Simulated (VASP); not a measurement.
Band structure of Cr (bcc, AFM order). Calculation: PBE GGA with D3 dispersion (Becke-Johnson damping), VASP's PBE PAW potentials (set 64) (plane waves; VASP 6.6.1).

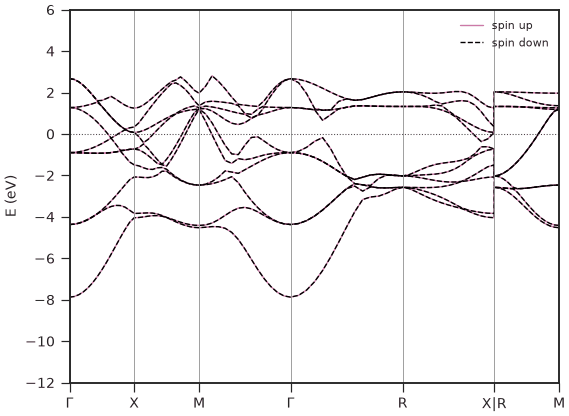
*Bands along high-symmetry lines, zero at the valence-band maximum or, without a gap, the Fermi level*

**Question.** Read the plot: is there a gap, and where are the band edges?

**Answer.** It has no gap at this level: it comes out as a metal or semimetal. (Edges off the drawn lines would not show.)

The compound is Cr in the bcc, AFM order structure. It was relaxed first, which changed the volume by -5 %.
